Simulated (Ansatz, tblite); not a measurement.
**The cluster Ga₂Te₃: which spin state is lowest**

Aim: set other spin states of the cluster Ga₂Te₃ against its singlet, on many levels of theory.

The runs use Ansatz 0.2.0, Gaussian basis; as each input shows.

Levels to be run: triplet, relaxed (GFN1-xTB, GFN2-xTB, PBE0-D4/def2-TZVP, PBE-D4/def2-TZVP, r2SCAN-D4/def2-TZVP, r2SCAN0-D4/def2-TZVP, HF/def2-TZVP, MP2/def2-TZVP); quintet, relaxed (GFN1-xTB, GFN2-xTB, PBE0-D4/def2-TZVP, PBE-D4/def2-TZVP, r2SCAN-D4/def2-TZVP, r2SCAN0-D4/def2-TZVP, HF/def2-TZVP, MP2/def2-TZVP); broken-symmetry singlet, at the geometry of the singlet (PBE0-D4/def2-TZVP, PBE-D4/def2-TZVP, r2SCAN-D4/def2-TZVP); the singlet's energies come from earlier runs.

5 further runs of the same task are left out: 5 set aside as unsound or not needed. Runs told in other sessions of the task aren't counted.

## (1) The geometry

The singlet was relaxed beforehand with r2SCAN-D4/def2-SVP. At that level it is the lowest of the isomers that a small search found.

5 atoms, charge 0, spin multiplicity 1.

Atoms are counted from 1 here; the program's logs count them from 0.

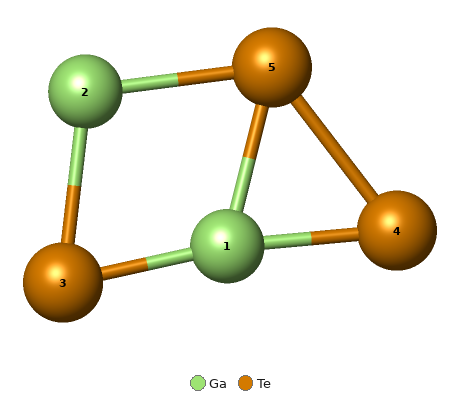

The structure; gallium green, tellurium orange; atoms are numbered from 1 in the order of the file.

Te takes a core potential in the def2 sets. No spin-orbit coupling is included.

## (2) Relaxing the triplet

Input file in.yaml:

```yaml
crystal:
  periodic: [false, false, false]
  atoms:
    - {symbol: Ga, position_ang: [-0.591146, -0.732525, -0.008981]}
    - {symbol: Ga, position_ang: [0.075456, 2.233209, 0.036850]}
    - {symbol: Te, position_ang: [-2.377706, 0.934059, 0.028382]}
    - {symbol: Te, position_ang: [0.993079, -2.634637, -0.049092]}
    - {symbol: Te, position_ang: [1.900318, 0.199883, -0.007160]}
basis:
  gaussian: {orbitals: def2-SVP}
magnetization: {spin_polarized: true, initial_magnetization: 2}
hamiltonian: {xc: r2scan, dispersion: d4}
scf: {lower_state_search: "off"}
output: {orbitals: {seedname: orbitals}}
relax: {f_tol: 0.02, max_steps: 100}
```

Command:

```bash
> ansatz run in.yaml --threads 4 --pin off --events-out ev --progress --plain --max-ram 4787MiB
```

The log of the run, shortened:

```text
Functional definition: r2SCAN
  name "r2SCAN"
  cite "Furness, Kaplan, Ning, Perdew & Sun, J. Phys. Chem. Lett. 11, 8208 (2020) doi:10.1021/acs.jpclett.0c02405"
  cite "Furness, Kaplan, Ning, Perdew & Sun, J. Phys. Chem. Lett. 11, 9248 (2020) doi:10.1021/acs.jpclett.0c03077"
  parent r2scan
[...]
1670 factors; their error is unknown
[...]
mean field -126633.62907734 eV, -4653.7000332356 hartree, gradient 9.7e-6 eV, S^2 2.017183; 0 other end points of the search recorded, 0 dependent functions left out
[...]
reference -126633.62909014 eV, -4653.7000337058 hartree; 68, 66 occupied and 74, 76 virtual orbitals, 1670 factors
relax step   1: F+E_penalty+E_count = -126633.70283254 eV  Δ(F+E_penalty+E_count) = +0.000e0 eV  max|allowed force component| = 1.826e0 eV/Å  Δτ_max = 0.0000 Å  (20 SCF iters, accepted)
[...]
relax step   3: F+E_penalty+E_count = -126634.12982452 eV  Δ(F+E_penalty+E_count) = -9.316e-2 eV  max|allowed force component| = 5.674e-1 eV/Å  Δτ_max = 0.0959 Å  (35 SCF iters, accepted)
[...]
relax step   5: F+E_penalty+E_count = -126634.47840912 eV  Δ(F+E_penalty+E_count) = -2.486e-1 eV  max|allowed force component| = 1.026e0 eV/Å  Δτ_max = 0.1951 Å  (44 SCF iters, accepted)
[...]
relax step   7: F+E_penalty+E_count = -126634.55960001 eV  Δ(F+E_penalty+E_count) = +1.346e-1 eV  max|allowed force component| = 1.511e0 eV/Å  Δτ_max = 0.1975 Å  (30 SCF iters, rejected (line search))
[...]
relax step   9: F+E_penalty+E_count = -126634.75285231 eV  Δ(F+E_penalty+E_count) = -5.535e-3 eV  max|allowed force component| = 1.113e-1 eV/Å  Δτ_max = 0.1000 Å  (28 SCF iters, accepted)
[...]
relax step  10: F+E_penalty+E_count = -126634.75806857 eV  Δ(F+E_penalty+E_count) = -5.216e-3 eV  max|allowed force component| = 2.190e-2 eV/Å  Δτ_max = 0.0541 Å  (24 SCF iters, accepted)
[...]
relax step  11: F+E_penalty+E_count = -126634.75813439 eV  Δ(F+E_penalty+E_count) = -6.582e-5 eV  max|allowed force component| = 3.355e-3 eV/Å  Δτ_max = 0.0035 Å  (18 SCF iters, accepted)
Total energy: -126634.75814740 eV, -4653.7415257950 hartree
Atom 0 at     0.043201    -0.666600    -0.010239 Å, force     0.000552    -0.003355    -0.000155 eV/Å
Atom 1 at    -0.149981     2.310295     0.035892 Å, force    -0.000337     0.001905     0.000139 eV/Å
Atom 2 at    -2.160838     0.618859     0.028484 Å, force    -0.000674     0.001201    -0.000019 eV/Å
Atom 3 at     0.205019    -3.156115    -0.049959 Å, force    -0.000057    -0.000855     0.000067 eV/Å
Atom 4 at     2.062599     0.893551    -0.004179 Å, force     0.000515     0.001104    -0.000031 eV/Å
Dipole moment:    -0.009889     0.151978     0.002351 e Å
Checks for a lower state left out: stability, starts, cluster_reference, orbital_swaps, neighbouring_geometries, increment
```

Run time: 55 s. Hardware: 4 threads of AMD EPYC 7B13, shared host.

Step by step: (the energy doesn't fall at every step)

| step | energy from step 1 (eV) | largest force component (eV/Å) |
| --- | --- | --- |
| 1 | 0.0000 | 1.8255 |
| 2 | -0.3338 | 0.7698 |
| 3 | -0.4270 | 0.5674 |
| 4 | -0.5270 | 0.7547 |
| 5 | -0.7756 | 1.0258 |
| 6 | -0.9914 | 0.4568 |
| 7 | -0.8568 | 1.5107 |
| 8 | -1.0445 | 0.1239 |
| 9 | -1.0500 | 0.1113 |
| 10 | -1.0552 | 0.0219 |
| 11 | -1.0553 | 0.0034 |

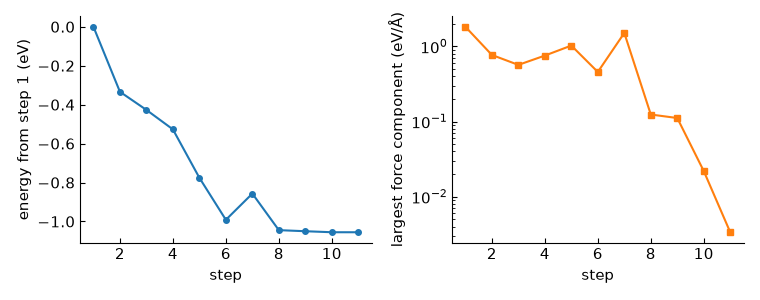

Energy and force, step by step.

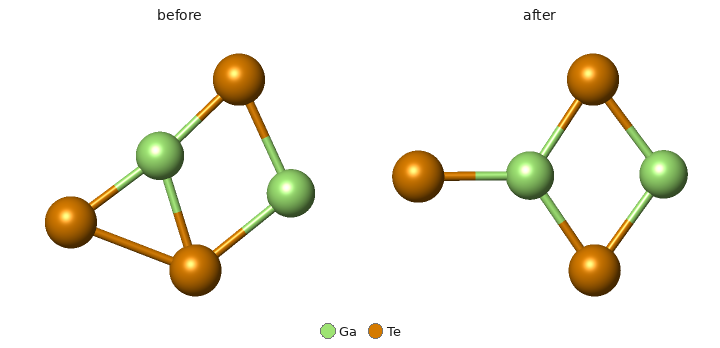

The geometry before (left) and after (right).

Close pairs (by a distance rule), those that changed most:

| bond | before (Å) | after (Å) | change (Å) |
| --- | --- | --- | --- |
| Te4–Te5 | 2.976 | 4.456 | +1.479 |
| Ga2–Te3 | 2.776 | 2.628 | -0.148 |
| Ga1–Te5 | 2.660 | 2.552 | -0.108 |
| Ga1–Te3 | 2.444 | 2.552 | +0.108 |
| Ga2–Te5 | 2.732 | 2.628 | -0.105 |
| Ga1–Te4 | 2.476 | 2.495 | +0.019 |

Contacts that opened: Te4–Te5 2.98 to 4.46 Å.

## (3) Triplet, first pass, PBE-D4/def2-SVP

start.molden holds the orbitals of an earlier run on this state, given as this run's starting guess.

Input file in.yaml:

```yaml
crystal:
  periodic: [false, false, false]
  atoms:
    - {symbol: Ga, position_ang: [0.043201, -0.666600, -0.010239]}
    - {symbol: Ga, position_ang: [-0.149981, 2.310295, 0.035892]}
    - {symbol: Te, position_ang: [-2.160838, 0.618859, 0.028484]}
    - {symbol: Te, position_ang: [0.205019, -3.156115, -0.049959]}
    - {symbol: Te, position_ang: [2.062599, 0.893551, -0.004179]}
basis:
  gaussian: {orbitals: def2-SVP, initial_orbitals: start.molden}
magnetization: {spin_polarized: true, initial_magnetization: 2}
hamiltonian: {xc: pbe, dispersion: d4}
output: {orbitals: {seedname: orbitals}}
```

The command is unchanged.

The log of the run, shortened:

```text
Functional definition: PBE
  name "PBE"
  cite "Perdew, Burke & Ernzerhof, Phys. Rev. Lett. 77, 3865 (1996) doi:10.1103/PhysRevLett.77.3865"
  parent pbe
[...]
1670 factors; their error is unknown
[...]
mean field -126610.05519146 eV, -4652.8337089086 hartree, gradient 4.9e-6 eV, S^2 2.005012; 9 other end points of the search recorded, 0 dependent functions left out
reference -126610.05522609 eV, -4652.8337101811 hartree; 68, 66 occupied and 74, 76 virtual orbitals, 1670 factors
Total energy: -126610.43045711 eV, -4652.8474996668 hartree
```

It took 13 s on 4 threads of AMD EPYC 7B13, shared host.

From the report: HOMO -5.07 eV, LUMO -5.29 eV (over both spins; with the spin held, an empty level of the minority spin lies below the top filled one); ⟨S²⟩ 2.005 (pure: 2.00).

## (4) Triplet, GFN1-xTB

Tight binding, by tblite at 300 K electronic temperature and without a spin-polarisation term:

```python
tblite.interface.Calculator('GFN1-xTB', numbers, positions, charge=0, uhf=2).singlepoint()
```

Energy -383.9667 eV; 0.007 s.

## (5) Triplet, GFN2-xTB

Tight binding, by tblite at 300 K electronic temperature and without a spin-polarisation term:

```python
tblite.interface.Calculator('GFN2-xTB', numbers, positions, charge=0, uhf=2).singlepoint()
```

Energy -319.4324 eV; 0.027 s.

## (6) Triplet, PBE0-D4/def2-TZVP

Changes to in.yaml since step 3:

```diff
@@ -9,5 +9,6 @@
 basis:
-  gaussian: {orbitals: def2-SVP, initial_orbitals: start.molden}
+  gaussian: {orbitals: def2-TZVP, initial_orbitals: start.molden}
 magnetization: {spin_polarized: true, initial_magnetization: 2}
-hamiltonian: {xc: pbe, dispersion: d4}
+hamiltonian: {xc: pbe0, dispersion: d4}
+scf: {omitted_lower_state_checks: [starts]}
 output: {orbitals: {seedname: orbitals}}
```

The command is unchanged.

The log of the run, shortened:

```text
Functional definition: PBE0
  name "PBE0"
  cite "Adamo & Barone, J. Chem. Phys. 110, 6158 (1999) doi:10.1063/1.478522"
  cite "Perdew, Burke & Ernzerhof, Phys. Rev. Lett. 77, 3865 (1996) doi:10.1103/PhysRevLett.77.3865"
  parent pbe
[...]
2082 factors; integrals over basis functions are off by at most 9.9e-4 eV
[...]
mean field -126627.77990123 eV, -4653.4850799782 hartree, gradient 5.2e-6 eV, S^2 2.011765; 0 other end points of the search recorded, 0 dependent functions left out
reference -126627.77992975 eV, -4653.4850810263 hartree; 68, 66 occupied and 178, 180 virtual orbitals, 2082 factors
Total energy: -126628.11106098 eV, -4653.4972498745 hartree
Checks for a lower state left out: starts
```

It took 17 s on 4 threads of AMD EPYC 7B13, shared host; peak memory 1.3 GiB.

Report: HOMO -5.95 eV, LUMO -4.42 eV (over both spins); ⟨S²⟩ 2.012 (pure: 2.00).

## (7) Triplet, PBE-D4/def2-TZVP

Changes to in.yaml since step 6:

```diff
@@ -11,3 +11,3 @@
 magnetization: {spin_polarized: true, initial_magnetization: 2}
-hamiltonian: {xc: pbe0, dispersion: d4}
+hamiltonian: {xc: pbe, dispersion: d4}
 scf: {omitted_lower_state_checks: [starts]}
```

Same command.

The log of the run:

```text
Functional definition: PBE
  name "PBE"
  cite "Perdew, Burke & Ernzerhof, Phys. Rev. Lett. 77, 3865 (1996) doi:10.1103/PhysRevLett.77.3865"
  parent pbe
  parameter kappa = 0.804
  parameter beta = 0.06672455060314922
  exchange = pbe_x(kappa = kappa, mu = beta*pi^2/3)
  correlation = pbe_c(beta = beta)
these checks for a lower state are left out or cut short: starts
1894 factors; their error is unknown
mean field evaluation 1: about -126624.4764 eV, gradient 9.2e0 eV
mean field evaluation 2: about -126624.6846 eV, gradient 2.9e-1 eV
mean field evaluation 4: about -126624.2933 eV, gradient 6.4e-1 eV
mean field evaluation 8: about -126624.2936 eV, gradient 2.1e-5 eV
mean field -126624.29358791 eV, -4653.3569603269 hartree, gradient 6.7e-6 eV, S^2 2.006220; 0 other end points of the search recorded, 0 dependent functions left out
reference -126624.29362536 eV, -4653.3569617032 hartree; 68, 66 occupied and 178, 180 virtual orbitals, 1894 factors
Total energy: -126624.66885638 eV, -4653.3707511888 hartree
Checks for a lower state left out: starts
```

Wall time 7 s (4 threads of AMD EPYC 7B13, shared host).

Report: HOMO -5.07 eV, LUMO -5.28 eV (over both spins; with the spin held, an empty level of the minority spin lies below the top filled one); ⟨S²⟩ 2.006 (pure: 2.00).

## (8) Triplet, r2SCAN-D4/def2-TZVP

Changes to in.yaml since step 7:

```diff
@@ -11,3 +11,3 @@
 magnetization: {spin_polarized: true, initial_magnetization: 2}
-hamiltonian: {xc: pbe, dispersion: d4}
+hamiltonian: {xc: r2scan, dispersion: d4}
 scf: {omitted_lower_state_checks: [starts]}
```

Same command.

The log of the run:

```text
Functional definition: r2SCAN
  name "r2SCAN"
  cite "Furness, Kaplan, Ning, Perdew & Sun, J. Phys. Chem. Lett. 11, 8208 (2020) doi:10.1021/acs.jpclett.0c02405"
  cite "Furness, Kaplan, Ning, Perdew & Sun, J. Phys. Chem. Lett. 11, 9248 (2020) doi:10.1021/acs.jpclett.0c03077"
  parent r2scan
  parameter k0 = 0.174
  parameter k1 = 0.065
  parameter a1 = 4.9479
  exchange = r2scan_x(k0 = k0, k1 = k1, a1 = a1)
  correlation = r2scan_c
these checks for a lower state are left out or cut short: starts
1894 factors; their error is unknown
mean field evaluation 1: about -126648.9833 eV, gradient 7.0e0 eV
mean field evaluation 2: about -126649.0703 eV, gradient 1.3e-1 eV
mean field evaluation 4: about -126648.6691 eV, gradient 3.3e-3 eV
mean field evaluation 8: about -126648.6691 eV, gradient 5.3e-5 eV
mean field -126648.66907624 eV, -4654.2527430005 hartree, gradient 5.2e-6 eV, S^2 2.015799; 0 other end points of the search recorded, 0 dependent functions left out
reference -126648.66909389 eV, -4654.2527436494 hartree; 68, 66 occupied and 178, 180 virtual orbitals, 1894 factors
Total energy: -126648.74193412 eV, -4654.2554204782 hartree
Checks for a lower state left out: starts
```

Wall time 16 s (4 threads of AMD EPYC 7B13, shared host).

From the report: HOMO -5.40 eV, LUMO -5.05 eV (over both spins); ⟨S²⟩ 2.016 (pure: 2.00).

## (9) Triplet, r2SCAN0-D4/def2-TZVP

Changes to in.yaml since step 8:

```diff
@@ -11,3 +11,3 @@
 magnetization: {spin_polarized: true, initial_magnetization: 2}
-hamiltonian: {xc: r2scan, dispersion: d4}
+hamiltonian: {xc: {name: r2SCAN0}, dispersion: d4}
 scf: {omitted_lower_state_checks: [starts]}
```

The command is unchanged.

The log of the run, shortened:

```text
Functional definition: r2SCAN0
  name "r2SCAN0"
  cite "Bursch, Neugebauer, Ehlert & Grimme, J. Chem. Phys. 156, 134105 (2022) doi:10.1063/5.0086040"
  cite "Furness, Kaplan, Ning, Perdew & Sun, J. Phys. Chem. Lett. 11, 8208 (2020) doi:10.1021/acs.jpclett.0c02405"
  cite "Furness, Kaplan, Ning, Perdew & Sun, J. Phys. Chem. Lett. 11, 9248 (2020) doi:10.1021/acs.jpclett.0c03077"
  parent r2scan
[...]
2082 factors; integrals over basis functions are off by at most 9.9e-4 eV
[...]
mean field -126645.01197100 eV, -4654.1183468620 hartree, gradient 4.5e-6 eV, S^2 2.020660; 0 other end points of the search recorded, 0 dependent functions left out
reference -126645.01198479 eV, -4654.1183473686 hartree; 68, 66 occupied and 178, 180 virtual orbitals, 2082 factors
Total energy: -126645.11270347 eV, -4654.1220487121 hartree
Checks for a lower state left out: starts
```

Run time: 25 s. Hardware: 4 threads of AMD EPYC 7B13, shared host; peak memory 1.4 GiB.

HOMO -6.20 eV, LUMO -4.24 eV (over both spins); ⟨S²⟩ 2.021 (pure: 2.00).

## (10) Triplet, HF/def2-TZVP

Changes to in.yaml since step 9:

```diff
@@ -11,3 +11,3 @@
 magnetization: {spin_polarized: true, initial_magnetization: 2}
-hamiltonian: {xc: {name: r2SCAN0}, dispersion: d4}
+hamiltonian: {xc: hf}
 scf: {omitted_lower_state_checks: [starts]}
```

The command is unchanged.

The log of the run:

```text
Functional definition: HF
  name "HF"
  cite "Fock, Z. Phys. 61, 126 (1930) doi:10.1007/BF01340294"
  parent pbe
  exchange = exact_x
  correlation = 0
these checks for a lower state are left out or cut short: starts
2082 factors; integrals over basis functions are off by at most 9.9e-4 eV
mean field evaluation 1: about -126468.7529 eV, gradient 2.5e1 eV
mean field evaluation 2: about -126470.1817 eV, gradient 1.6e0 eV
mean field evaluation 4: about -126470.2628 eV, gradient 1.4e-1 eV
mean field evaluation 8: about -126470.2630 eV, gradient 2.7e-5 eV
mean field -126470.26301998 eV, -4647.6964413611 hartree, gradient 4.6e-6 eV, S^2 2.040479; 0 other end points of the search recorded, 0 dependent functions left out
reference -126470.26301998 eV, -4647.6964413611 hartree; 68, 66 occupied and 178, 180 virtual orbitals, 2082 factors
Total energy: -126470.26301998 eV, -4647.6964413611 hartree
Checks for a lower state left out: starts
```

Wall time 13 s (4 threads of AMD EPYC 7B13, shared host); peak memory 1.3 GiB.

Report: HOMO -8.02 eV, LUMO -0.71 eV (over both spins); ⟨S²⟩ 2.040 (pure: 2.00).

## (11) Triplet, MP2/def2-TZVP

Changes to in.yaml since step 10:

```diff
@@ -11,3 +11,3 @@
 magnetization: {spin_polarized: true, initial_magnetization: 2}
-hamiltonian: {xc: hf}
+correlation: {method: mp2}
 scf: {omitted_lower_state_checks: [starts]}
```

Same command.

The log of the run:

```text
Functional definition: HF
  name "HF"
  cite "Fock, Z. Phys. 61, 126 (1930) doi:10.1007/BF01340294"
  parent pbe
  exchange = exact_x
  correlation = 0
these checks for a lower state are left out or cut short: starts
2082 factors; integrals over basis functions are off by at most 9.9e-4 eV
mean field evaluation 1: about -126468.7529 eV, gradient 2.5e1 eV
mean field evaluation 2: about -126470.1817 eV, gradient 1.6e0 eV
mean field evaluation 4: about -126470.2628 eV, gradient 1.4e-1 eV
mean field evaluation 8: about -126470.2630 eV, gradient 7.5e-6 eV
mean field -126470.26301998 eV, -4647.6964413611 hartree, gradient 7.5e-6 eV, S^2 2.040479; 0 other end points of the search recorded, 0 dependent functions left out
30 core orbitals not correlated: weight in the atoms' cores, before any rotation towards them, 1.000 or more for the frozen orbitals, at most 0.000 for the correlated occupied ones
reference -126470.26301998 eV, -4647.6964413611 hartree; 38, 36 occupied and 178, 180 virtual orbitals, 2082 factors
second order -48.06266370 eV of doubles, -0.00000000 eV of singles
Total energy: -126518.32568368 eV, -4649.4627116740 hartree
Checks for a lower state left out: starts
```

It took 15 s on 4 threads of AMD EPYC 7B13, shared host; peak memory 1.3 GiB.

Report: Hartree-Fock HOMO -8.02 eV, LUMO -0.71 eV (over both spins); ⟨S²⟩ 2.040 (pure: 2.00).

## (12) Fields of the triplet

Orbitals, density, ELF and potential are computed afterwards from the orbital file.

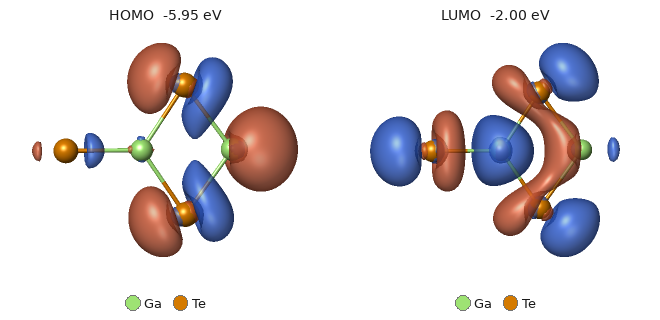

Frontier orbitals at PBE0-D4/def2-TZVP (alpha spin); each surface holds 70 % of the orbital's density, blue and red mark the sign.

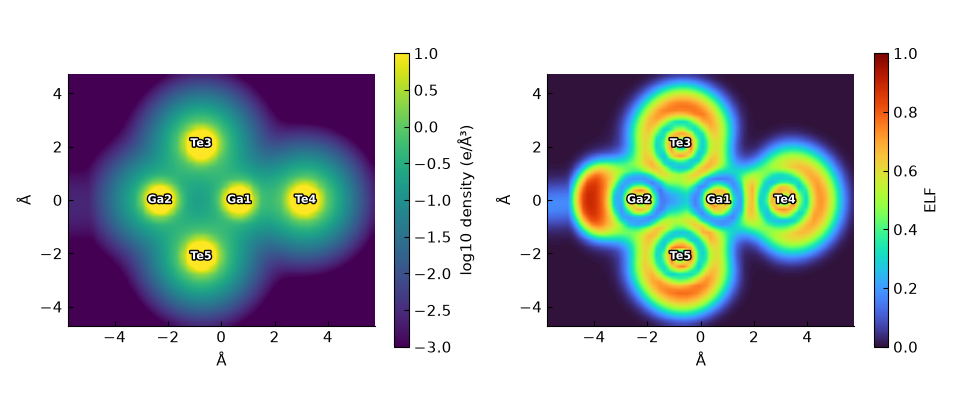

Density (left) and ELF (right) in a plane through or near 5 of the atoms.

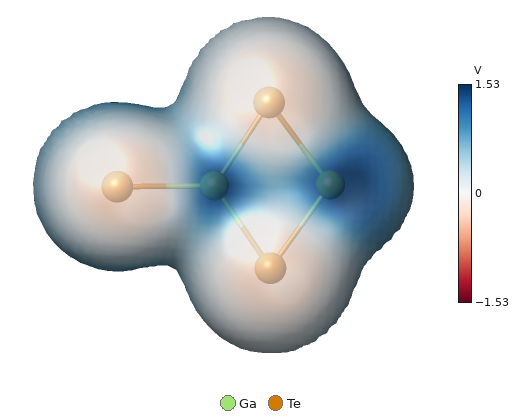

Electrostatic potential on the surface of density 0.002 e/bohr³; red is low, blue high. It runs from -0.35 V near Te4 to 1.53 V near Ga2.

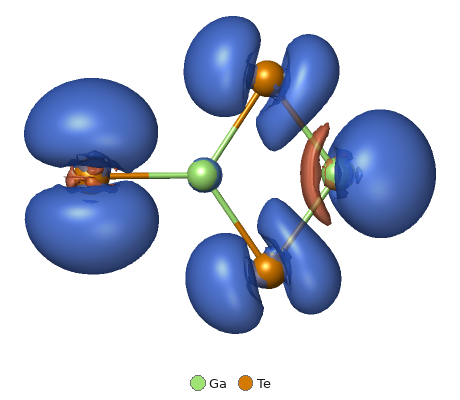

Spin density at ±0.01 e/Å³ (alpha excess blue, beta excess red).

## (13) Triplet less singlet

The singlet's energies are those of its earlier runs, whose logs aren't repeated here.

| level | triplet less singlet (kcal/mol) | time |
| --- | --- | --- |
| GFN1-xTB | +20.5 | 0.013 s |
| GFN2-xTB | +22.5 | 0.04 s |
| HF/def2-TZVP | -21.5 | 22 s |
| PBE-D4/def2-TZVP | +13.0 | 10 s |
| r2SCAN-D4/def2-TZVP | +6.2 | 23 s |
| PBE0-D4/def2-TZVP | +7.3 | 26 s |
| r2SCAN0-D4/def2-TZVP | +2.1 | 35 s |
| MP2/def2-TZVP | +11.4 | 25 s |

Times add the two runs; a level without a time comes out of a correlated run. Tight binding without a spin term can't rank spin states.

## (14) Relaxing the quintet

Input file in.yaml:

```yaml
crystal:
  periodic: [false, false, false]
  atoms:
    - {symbol: Ga, position_ang: [-0.591146, -0.732525, -0.008981]}
    - {symbol: Ga, position_ang: [0.075456, 2.233209, 0.036850]}
    - {symbol: Te, position_ang: [-2.377706, 0.934059, 0.028382]}
    - {symbol: Te, position_ang: [0.993079, -2.634637, -0.049092]}
    - {symbol: Te, position_ang: [1.900318, 0.199883, -0.007160]}
basis:
  gaussian: {orbitals: def2-SVP}
magnetization: {spin_polarized: true, initial_magnetization: 4}
hamiltonian: {xc: r2scan, dispersion: d4}
scf: {lower_state_search: "off"}
output: {orbitals: {seedname: orbitals}}
relax: {f_tol: 0.02, max_steps: 100}
```

The command is unchanged.

The log of the run, shortened:

```text
Functional definition: r2SCAN
  name "r2SCAN"
  cite "Furness, Kaplan, Ning, Perdew & Sun, J. Phys. Chem. Lett. 11, 8208 (2020) doi:10.1021/acs.jpclett.0c02405"
  cite "Furness, Kaplan, Ning, Perdew & Sun, J. Phys. Chem. Lett. 11, 9248 (2020) doi:10.1021/acs.jpclett.0c03077"
  parent r2scan
[...]
1670 factors; their error is unknown
[...]
mean field -126631.27023752 eV, -4653.6133474710 hartree, gradient 4.1e-6 eV, S^2 6.020748; 0 other end points of the search recorded, 0 dependent functions left out
[...]
reference -126631.27025087 eV, -4653.6133479615 hartree; 69, 65 occupied and 73, 77 virtual orbitals, 1670 factors
relax step   1: F+E_penalty+E_count = -126631.34399272 eV  Δ(F+E_penalty+E_count) = +0.000e0 eV  max|allowed force component| = 3.273e0 eV/Å  Δτ_max = 0.0000 Å  (22 SCF iters, accepted)
[...]
relax step  20: F+E_penalty+E_count = -126633.44755141 eV  Δ(F+E_penalty+E_count) = -1.340e-3 eV  max|allowed force component| = 3.182e-3 eV/Å  Δτ_max = 0.0126 Å  (23 SCF iters, accepted)
Total energy: -126633.44756474 eV, -4653.6933627704 hartree
Atom 0 at    -0.293857    -0.673463    -1.259870 Å, force     0.001258    -0.001741    -0.001488 eV/Å
Atom 1 at     0.108422     1.829793     0.634105 Å, force    -0.000629    -0.001396    -0.001665 eV/Å
Atom 2 at    -2.123547     0.457628     0.414263 Å, force    -0.000368     0.003182     0.002043 eV/Å
Atom 3 at     0.262573    -2.182517     0.828595 Å, force     0.000413    -0.001702    -0.000244 eV/Å
Atom 4 at     2.046410     0.568547    -0.617094 Å, force    -0.000674     0.001657     0.001353 eV/Å
Dipole moment:    -0.008157     0.146359    -0.016767 e Å
Checks for a lower state left out: stability, starts, cluster_reference, orbital_swaps, neighbouring_geometries, increment
```

Run time: 89 s. Hardware: 4 threads of AMD EPYC 7B13, shared host.

Relaxation path: (the energy doesn't fall at every step)

| step | energy from step 1 (eV) | largest force component (eV/Å) |
| --- | --- | --- |
| 1 | 0.0000 | 3.2735 |
| 2 | -0.9410 | 1.2856 |
| 3 | -1.2365 | 0.3051 |
| 4 | -1.2481 | 0.1041 |
| 5 | -1.2511 | 0.0493 |
| 6 | -1.2532 | 0.0494 |
| 7 | -1.2725 | 0.2358 |
| 8 | -1.3453 | 0.2033 |
| 9 | -1.4575 | 0.2873 |
| 10 | -1.5957 | 0.3321 |
| 11 | -1.7212 | 0.3245 |
| 12 | -1.8315 | 0.3085 |
| 13 | -1.9365 | 0.2669 |
| 14 | -2.0265 | 0.1737 |
| 15 | -2.0895 | 0.1118 |
| 16 | -2.0957 | 0.1402 |
| 17 | -2.0988 | 0.1355 |
| 18 | -2.0884 | 0.2440 |
| 19 | -2.1022 | 0.0954 |
| 20 | -2.1036 | 0.0032 |

Close pairs (by a distance rule), those that changed most:

| bond | before (Å) | after (Å) | change (Å) |
| --- | --- | --- | --- |
| Te4–Te5 | 2.976 | 3.583 | +0.607 |
| Ga1–Te3 | 2.444 | 2.726 | +0.282 |
| Ga1–Te4 | 2.476 | 2.636 | +0.160 |
| Ga2–Te3 | 2.776 | 2.629 | -0.147 |
| Ga2–Te5 | 2.732 | 2.629 | -0.103 |
| Ga1–Te5 | 2.660 | 2.726 | +0.066 |

Contacts that opened: Te4–Te5 2.98 to 3.58 Å.

[end of part 1 of 2]
